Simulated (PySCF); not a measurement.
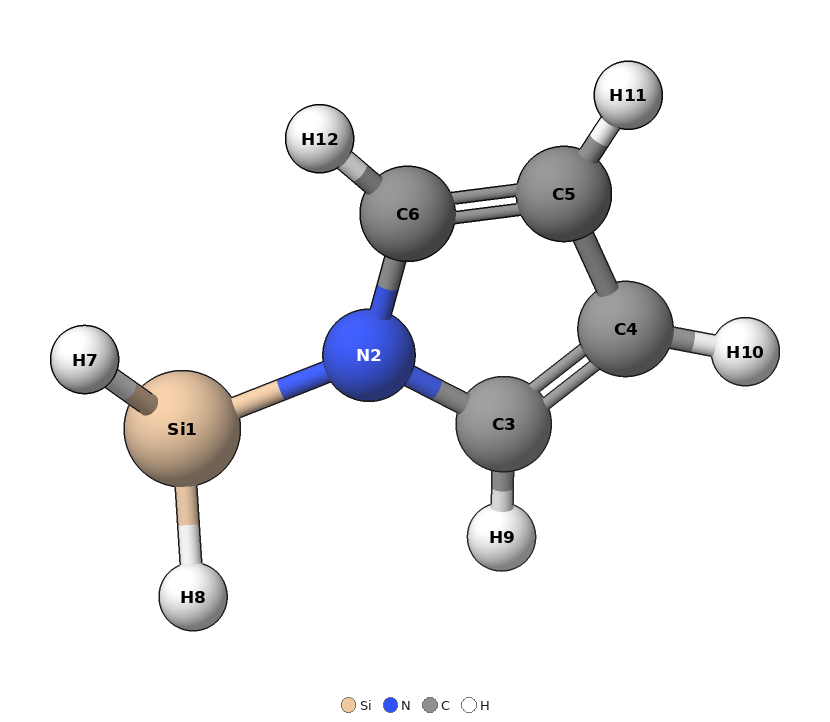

Charge 0, doublet. The geometry was computed by an optimisation with GFN2-xTB. No frequency run is at hand to confirm it as a minimum. Method: UKS B3LYP, pcH-1 on C H N Si, non-relativistic (PySCF 2.14.0).

Give the isotropic hyperfine couplings (Fermi-contact term alone) of Si1, N2, C3, C4, C5, C6, H7, H8, H9, H10, H11, H12.

| atom | isotope | a_iso (MHz) |
| --- | --- | --- |
| Si1 | 29Si | −515.6 |
| N2 | 14N | 8.5 |
| C3 | 13C | −1.5 |
| C4 | 13C | 1.6 |
| C5 | 13C | 1.6 |
| C6 | 13C | −1.5 |
| H7 | 1H | 72.4 |
| H8 | 1H | 72.2 |
| H9 | 1H | −0.4 |
| H10 | 1H | −2.1 |
| H11 | 1H | −2.1 |
| H12 | 1H | −0.4 |

The geometry is semi-empirical. Around Si such bond lengths and angles can be off by a tenth of an ångström or more and by several degrees, and values that hang on the shape move with them.
